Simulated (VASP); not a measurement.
**CaGe2Au2: interstitial Li from one void to a neighbouring one**

Wanted: the minimum-energy path in CaGe2Au2 for this move: interstitial Li from one void to a neighbouring one. The start is a cell from a database of measured crystal structures.

Program: VASP 6.6.1. Level of theory: PBEsol; plane waves and PAW (Au, Ge, Ca_pv), in the first sound run; inputs show where later runs differ. Results are calculated unless marked as measured.

### 1. The host crystal

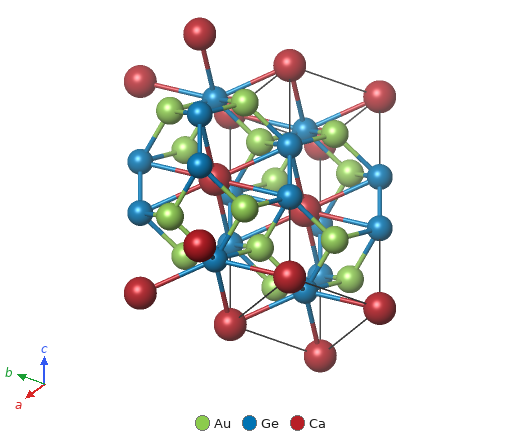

The cell as given, from a free direction (gold green, germanium blue, calcium red). 1×2×1 cells are drawn. This picture shows the conventional cell, with its axes. Some periodic images of atoms are drawn too.

### 2. Relax the host

First cell and atoms are relaxed at a raised cutoff, so that later runs start from this functional's own cell.

Contents of INCAR:

```
SYSTEM = CaGe2Au2
PREC = Accurate
ENCUT = 350
EDIFF = 1E-06
NELM = 120
ISMEAR = 0
SIGMA = 0.1
LREAL = .FALSE.
ALGO = Normal
GGA = PS
NBANDS = 25
LORBIT = 11
LWAVE = .FALSE.
LCHARG = .FALSE.
KPAR = 3
IBRION = 2
NSW = 40
ISIF = 3
EDIFFG = -0.02
POTIM = 0.4
```

Contents of POSCAR:

```
CaGe2Au2
1.0
   -2.2150000000      2.2150000000      5.1150000000
    2.2150000000     -2.2150000000      5.1150000000
    2.2150000000      2.2150000000     -5.1150000000
Au Ge Ca
2 2 1
Direct
    0.2500000000      0.7500000000      0.5000000000
    0.7500000000      0.2500000000      0.5000000000
    0.6210000000      0.6210000000      0.0000000000
    0.3790000000      0.3790000000      0.0000000000
    0.0000000000      0.0000000000      0.0000000000
```

Contents of KPOINTS:

```
Automatic mesh
0
Gamma
6 6 6
0 0 0
```

The projector-augmented-wave data sets are Au, Ge and Ca_pv (PBE family, release 64).

Launch:

```
> mpirun -np 3 vasp_std
```

Output:

```text
[banner, memory and clock lines left out]
running    3 mpi-ranks, on    1 nodes
 distrk:  each k-point on    1 cores,    3 groups
 distr:  one band on    1 cores,    1 groups

 POSCAR found type information on POSCAR AuGeCa
 POSCAR found :  3 types and       5 ions
|                                                                             |
|               ----> ADVICE to this user running VASP <----                  |
|                                                                             |
|     You enforced a specific xc type in the INCAR file but a different       |
|     [... a line on the potential file left out ...]
|     I HOPE YOU KNOW WHAT YOU ARE DOING!                                     |
|                                                                             |

 LDA part: xc-table for (Slater+PW92), standard interpolation
 POSCAR, INCAR and KPOINTS ok, starting setup
 FFT: planning ... GRIDC
 FFT: planning ... GRID_SOFT
 FFT: planning ... GRID
 WAVECAR not read
 entering main loop
       N       E                     dE             d eps       ncg     rms          rms(c)
DAV:   1     0.272336522922E+03    0.27234E+03   -0.11648E+04  1668   0.147E+03
DAV:   2     0.120012998062E+02   -0.26034E+03   -0.25089E+03  1839   0.372E+02
DAV:   3    -0.226118393798E+02   -0.34613E+02   -0.32772E+02  1982   0.102E+02
DAV:   4    -0.242131475471E+02   -0.16013E+01   -0.15038E+01  2008   0.248E+01
DAV:   5    -0.242737532040E+02   -0.60606E-01   -0.60568E-01  2312   0.430E+00    0.125E+01
DAV:   6    -0.222578016547E+02    0.20160E+01   -0.14365E+01  2068   0.273E+01    0.918E+00
DAV:   7    -0.221916362405E+02    0.66165E-01   -0.98546E-01  1961   0.734E+00    0.466E+00
DAV:   8    -0.221626836553E+02    0.28953E-01   -0.10752E-01  2154   0.199E+00    0.651E-01
DAV:   9    -0.221574749455E+02    0.52087E-02   -0.22215E-02  1853   0.118E+00    0.174E-01
DAV:  10    -0.221575380528E+02   -0.63107E-04   -0.26428E-03  1958   0.299E-01    0.555E-02
DAV:  11    -0.221575405414E+02   -0.24886E-05   -0.14104E-04  2016   0.899E-02    0.130E-02
DAV:  12    -0.221575411783E+02   -0.63693E-06   -0.10782E-05  2155   0.218E-02    0.731E-03
DAV:  13    -0.221575403349E+02    0.84335E-06   -0.12089E-06  1424   0.130E-02
   1 F= -.22157540E+02 E0= -.22153970E+02  d E =-.221575E+02
 curvature:   0.00 expect dE= 0.000E+00 dE for cont linesearch  0.000E+00
 trial: gam= 0.00000 g(F)=  0.144E-01 g(S)=  0.342E-02 ort = 0.000E+00 (trialstep = 0.100E+01)
 search vector abs. value=  0.178E-01
 bond charge predicted
       N       E                     dE             d eps       ncg     rms          rms(c)
DAV:   1    -0.221883505482E+02   -0.30809E-01   -0.67181E-01  1719   0.676E+00    0.930E-01
DAV:   2    -0.221680126788E+02    0.20338E-01   -0.89108E-02  1890   0.252E+00    0.483E-01
DAV:   3    -0.221667867857E+02    0.12259E-02   -0.55227E-03  2052   0.512E-01    0.319E-01
DAV:   4    -0.221662558335E+02    0.53095E-03   -0.23207E-03  2071   0.348E-01    0.476E-02
DAV:   5    -0.221662156159E+02    0.40218E-04   -0.38675E-04  1795   0.144E-01    0.443E-02
DAV:   6    -0.221662125880E+02    0.30279E-05   -0.45160E-05  2049   0.458E-02    0.677E-03
DAV:   7    -0.221662117964E+02    0.79164E-06   -0.64612E-06  1957   0.202E-02
   2 F= -.22166212E+02 E0= -.22162924E+02  d E =-.867146E-02
[...]
3 F= -.22166217E+02 E0= -.22162923E+02  d E =-.867622E-02
[...]
4 F= -.22168014E+02 E0= -.22165012E+02  d E =-.179740E-02
[...]
5 F= -.22168175E+02 E0= -.22165273E+02  d E =-.195866E-02
[...]
6 F= -.22169226E+02 E0= -.22166426E+02  d E =-.105068E-02
[...]
7 F= -.22170113E+02 E0= -.22167458E+02  d E =-.193735E-02
[...]
8 F= -.22170125E+02 E0= -.22167462E+02  d E =-.194964E-02
 curvature:  -2.11 expect dE=-0.490E-03 dE for cont linesearch -0.342E-07
 trial: gam= 0.21685 g(F)=  0.109E-03 g(S)=  0.124E-03 ort =-0.502E-05 (trialstep = 0.151E+01)
 search vector abs. value=  0.304E-03
 bond charge predicted
       N       E                     dE             d eps       ncg     rms          rms(c)
DAV:   1    -0.221723550753E+02   -0.22294E-02   -0.44937E-02  1730   0.191E+00    0.289E-01
DAV:   2    -0.221702617548E+02    0.20933E-02   -0.85073E-03  1846   0.796E-01    0.126E-01
DAV:   3    -0.221701943018E+02    0.67453E-04   -0.54212E-04  1898   0.162E-01    0.839E-02
DAV:   4    -0.221701492609E+02    0.45041E-04   -0.19329E-04  2194   0.112E-01    0.121E-02
DAV:   5    -0.221701441660E+02    0.50950E-05   -0.29835E-05  1680   0.425E-02    0.100E-02
DAV:   6    -0.221701435258E+02    0.64012E-06   -0.43542E-06  1880   0.138E-02
   9 F= -.22170144E+02 E0= -.22167421E+02  d E =-.186746E-04
 trial-energy change:   -0.000019  1 .order   -0.000035   -0.000349    0.000279
 step:   0.7786(harm=  0.8380)  dis= 0.00142  next Energy=   -22.170213 (dE=-0.879E-04)
 reached required accuracy - stopping structural energy minimisation
```

The job ended after 84 s (3 MPI ranks of AMD EPYC 9R45, shared host; peak memory 0.76 GiB; 4.1 min of CPU time).

Lines that name or quote the potential files are left out of all logs, and their timing lines are given in words.

From OUTCAR (step 2):

```text
ion  position               nearest neighbor table
   1  0.250  0.750  0.500-   4 2.58   3 2.58   4 2.58   3 2.58   2 3.13   2 3.13   2 3.13   2 3.13
                             5 3.38   5 3.38   5 3.38   5 3.38
   2  0.750  0.250  0.500-   4 2.58   3 2.58   4 2.58   3 2.58   1 3.13   1 3.13   1 3.13   1 3.13
                             5 3.38   5 3.38   5 3.38   5 3.38
   3  0.621  0.621  0.000-   4 2.48   2 2.58   1 2.58   1 2.58   2 2.58   5 3.37   5 3.37   5 3.37
                             5 3.37
   4  0.379  0.379  0.000-   3 2.48   2 2.58   1 2.58   1 2.58   2 2.58   5 3.37   5 3.37   5 3.37
                             5 3.37
   5  0.000  0.000  0.000-   3 3.37   3 3.37   3 3.37   4 3.37   3 3.37   4 3.37   4 3.37   4 3.37
                             1 3.38   2 3.38   2 3.38   1 3.38   2 3.38   1 3.38   1 3.38   2 3.38

  LATTYP: Found a body centered tetragonal cell.
 ALAT       =     4.4300000000
 C/A-ratio  =     2.3092550790

 Subroutine GETGRP returns: Found 16 space group operations
 (whereof 16 operations were pure point group operations)

The static configuration has the point symmetry D_4h.

 Found     30 irreducible k-points:

   k-points           NKPTS =     30   k-points in BZ     NKDIM =     30   number of bands    NBANDS=     25

   dimension x,y,z NGX =    40 NGY =   40 NGZ =   40
   dimension x,y,z NGXF=    80 NGYF=   80 NGZF=   80

   ENCUT  =  350.0 eV  25.72 Ry    5.07 a.u.   9.15  9.15  9.15*2*pi/ulx,y,z

   NELECT =      38.0000    total number of electrons

 k-points in reciprocal lattice and weights: Automatic mesh
   0.00000000  0.00000000  0.00000000       0.005
   0.16666667 -0.00000000  0.00000000       0.037
   0.33333333 -0.00000000  0.00000000       0.037
   0.50000000 -0.00000000  0.00000000       0.019
   0.16666667  0.16666667  0.00000000       0.037
   0.33333333  0.16666667  0.00000000       0.074
   0.50000000  0.16666667  0.00000000       0.074
  -0.33333333  0.16666667 -0.00000000       0.074
  -0.16666667  0.16666667  0.00000000       0.019
[...]
-0.33333333 -0.33333333  0.33333333       0.009
   0.50000000  0.50000000  0.50000000       0.005

 average (electrostatic) potential at core
       1 -67.8561       2 -67.8561       3 -30.2361       4 -30.2361       5 -44.7038

 E-fermi :   6.2093

 k-point     1 :       0.0000    0.0000    0.0000
  band No.  band energies     occupation
    ...
     14       2.2598      2.00000
     15       2.6458      2.00000
     16       3.1541      2.00000
     17       4.8860      2.00000
     18       4.8860      2.00000
     19       6.9499      0.00000
     20       7.2014      0.00000
     21       7.2014      0.00000
     22       7.3882      0.00000
     23       8.4163      0.00000
    ...

 k-point     2 :       0.1667   -0.0000    0.0000
  band No.  band energies     occupation
    ...
     15       2.6621      2.00000
     16       3.0285      2.00000
     17       3.5986      2.00000
     18       5.4101      2.00000
     19       5.9827      1.99865
     20       7.0473      0.00000
     21       7.7397      0.00000
     22       8.6679      0.00000
     23       9.2739      0.00000
     24       9.8791      0.00000
    ...

 k-point     3 :       0.3333   -0.0000    0.0000
  band No.  band energies     occupation
    ...
     15       1.9343      2.00000
     16       2.2440      2.00000
     17       3.6468      2.00000
     18       5.8515      2.00000
     19       5.9291      1.99993
     20       7.3897      0.00000
     21       8.2345      0.00000
     22       8.7464      0.00000
     23       9.2238      0.00000
     24      10.1421      0.00000
    ...

  Total       -0.0851768     -0.0851768     -0.0810691      0.0000000     -0.0000000      0.0000000
  in kB       -1.3573758     -1.3573758     -1.2919154      0.0000000     -0.0000000      0.0000000
  external PRESSURE =      -1.3355557 kB  Pullay stress =       0.0000000 kB

  energy-cutoff  :      350.00
  volume of cell :      100.54
      direct lattice vectors                 reciprocal lattice vectors
    -2.206191280  2.206191280  5.163991989     0.000000000  0.226634927  0.096824318
     2.206191280 -2.206191280  5.163991989     0.226634927  0.000000000  0.096824318
     2.206191280  2.206191280 -5.163991989     0.226634927  0.226634927  0.000000000

 POSITION                                       TOTAL-FORCE (eV/Angst)
 -----------------------------------------------------------------------------------
      2.20619     -0.00000      2.58200         0.000000      0.000000     -0.000000
     -0.00000      2.20619      2.58200         0.000000      0.000000     -0.000000
      0.00000      0.00000      6.38084        -0.000000     -0.000000      0.015429
      0.00000      0.00000      3.94714         0.000000      0.000000     -0.015429
      0.00000      0.00000     -0.00000         0.000000      0.000000     -0.000000
 -----------------------------------------------------------------------------------
    total drift:                                0.000000     -0.000000     -0.000000

  FREE ENERGIE OF THE ION-ELECTRON SYSTEM (eV)
  ---------------------------------------------------
  free  energy   TOTEN  =       -22.1701435258 eV

  energy  without entropy=      -22.1646988316  energy(sigma->0) =      -22.16742118

 reached required accuracy - stopping structural energy minimisation

 total charge
# of ion       s       p       d       tot
------------------------------------------
    1        0.634   0.432   8.690   9.756
    2        0.634   0.432   8.690   9.756
    3        1.138   1.184   0.088   2.409
    4        1.138   1.184   0.088   2.409
    5        0.167   6.129   0.449   6.745
--------------------------------------------------
tot          3.711   9.360  18.005  31.076

[... 3 further parts left out ...]
```

CONTCAR:

```
CaGe2Au2
   1.00000000000000
    -2.2061912798784911    2.2061912798784911    5.1639919890365169
     2.2061912798784911   -2.2061912798784911    5.1639919890365169
     2.2061912798784911    2.2061912798784911   -5.1639919890365169
  Au              Ge              Ca
     2     2     1
Direct
     0.2500000000000000    0.7500000000000000    0.5000000000000000
     0.7500000000000000    0.2500000000000000    0.5000000000000000
     0.6178205714713469    0.6178205714713469    0.0000000000000000
     0.3821794285286532    0.3821794285286532    0.0000000000000000
     0.0000000000000000    0.0000000000000000    0.0000000000000000
```

The k-mesh is coarse for a metal. The PAW data sets were made with PBE, which is usual practice but a small mismatch for other functionals. The data set Ge keeps the semicore shell frozen, which is cheaper and a little less accurate. The run keeps the 16 symmetry operations of its start, so it cannot find a distortion of lower symmetry.

The steps of the relaxation:

| step | energy less that of the first step (eV) | largest force (eV/Å) | pressure (GPa) | volume (Å³) |
| --- | --- | --- | --- | --- |
| 1 | 0.0000 | 0.4320 | 0.55 | 100.38 |
| 2 | -0.0087 | 0.0746 | -0.47 | 101.18 |
| 3 | -0.0087 | 0.0828 | -0.45 | 101.17 |
| 4 | -0.0105 | 0.0188 | -0.03 | 100.63 |
| 5 | -0.0106 | 0.0066 | 0.10 | 100.43 |
| 6 | -0.0117 | 0.0089 | 0.11 | 100.39 |
| 7 | -0.0126 | 0.0409 | 0.11 | 100.29 |
| 8 | -0.0126 | 0.0376 | 0.11 | 100.30 |
| 9 | -0.0126 | 0.0154 | -0.13 | 100.54 |

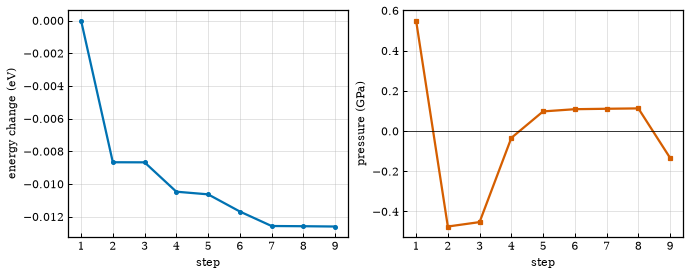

Energy and pressure along the relaxation.

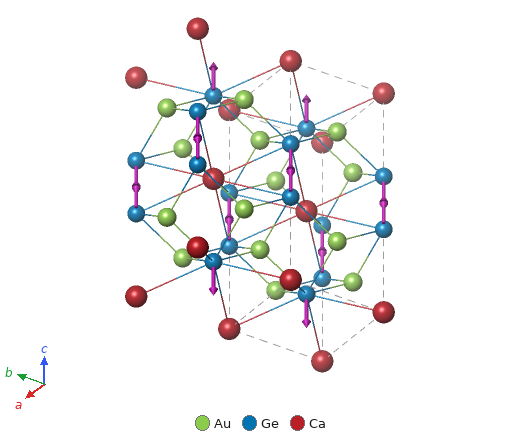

Displacements in the relaxation, exaggerated, measured against the changing cell; the longest in the cell stands for 0.03 Å. 1×2×1 conventional cells are drawn. Some periodic images of atoms are drawn too.

| conventional cell, symmetrised | before | after | change |
| --- | --- | --- | --- |
| a (Å) | 4.430 | 4.412 | -0.4 % |
| b (Å) | 4.430 | 4.412 | -0.4 % |
| c (Å) | 10.230 | 10.328 | +1.0 % |
| volume (Å³/atom) | 20.08 | 20.11 | +0.2 % |

The atoms that moved most (Å, as changes of fractional coordinates times the final cell):

| atom | dx | dy | dz | length |
| --- | --- | --- | --- | --- |
| Ge3 | 0.000 | 0.000 | -0.033 | 0.033 |
| Ge4 | 0.000 | 0.000 | 0.033 | 0.033 |

Final coordinates:

```xyz
5
Lattice="-2.2062 2.2062 5.1640 2.2062 -2.2062 5.1640 2.2062 2.2062 -5.1640" Properties=species:S:1:pos:R:3 pbc="T T T"
Au    2.2062    0.0000    2.5820
Au    0.0000    2.2062    2.5820
Ge    0.0000    0.0000    6.3808
Ge    0.0000    0.0000    3.9471
Ca    0.0000    0.0000    0.0000
```

This step gave:

* electronic cycles: 58
* electrons: 38
* free energy (TOTEN): -22.17 eV
* energy at zero smearing: -22.17 eV
* Fermi energy: 6.209 eV
* metallic: yes

The run ended after 9 ionic steps, 0.013 eV below its first step, once forces and stress met EDIFFG = -0.02.

(Part 1 of 5 ends here.)

[Lines on the potential files, build, host, timing and source positions are cut from VASP's logs without a mark.]

[Logs are printed without paths, hosts, clocks, repeated set-up lines and the standing remarks that a program may print on its own settings, such as how far it seeks lower states.]

[Hosts, paths, dates, database ids (printed as entryN), source tags and the programs' standing remarks are cut or masked in the printed files.]

[Runs that stopped without an error message from VASP are left out.]
